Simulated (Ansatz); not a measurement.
Input

```
crystal:
  periodic: [false, false, false]
  atoms:
    - {symbol: C, position_ang: [-1.044103, 0.677785, 2.583931]}
    - {symbol: C, position_ang: [-0.146639, -0.423283, 2.043643]}
    - {symbol: C, position_ang: [0.286233, -0.240233, 0.602856]}
    - {symbol: Ag, position_ang: [-1.307869, -0.095431, -0.773365]}
    - {symbol: H, position_ang: [-1.996780, 0.713453, 2.027712]}
    - {symbol: H, position_ang: [-0.568745, 1.666615, 2.479127]}
    - {symbol: H, position_ang: [-1.277922, 0.529952, 3.649852]}
    - {symbol: H, position_ang: [0.762986, -0.474578, 2.676848]}
    - {symbol: H, position_ang: [-0.644339, -1.399436, 2.170285]}
    - {symbol: H, position_ang: [0.898275, -1.079834, 0.240370]}
    - {symbol: H, position_ang: [0.855937, 0.692198, 0.459502]}
basis:
  gaussian:
    orbitals: def2-TZVPD
hamiltonian:
  xc: pbe0
output: {forces: true, orbitals: {seedname: orbitals}}
```

Command:

```sh
ansatz run input.yaml --threads 2 --pin off --max-ram 4350MiB --events-out events.jsonl --progress --plain --runs-dir runs
```

Geometry: PBE0-D3(BJ)/def2-SVP; core potentials replace the inner electrons of Ag.

The calculation used isolated molecule in a Gaussian basis; Kohn-Sham density functional theory, functional PBE0 in Ansatz 0.2.0.

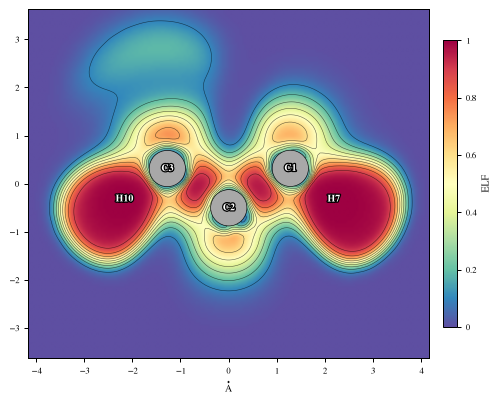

C3H7Ag (SMILES CC[CH2][Ag]). Electron localisation function on the plane of atoms C1, C2 and C3. Grey discs cover the atomic cores.

### Describe what can be read from this map.

The section cuts through C and H sites. C–C (1.52 Å): the ELF peaks at about 0.95 between the atoms (a covalent bond). C–H (1.10 Å): the ELF climbs to about 1 towards the hydrogen, as it does in any bond to H: a covalent bond by its length.
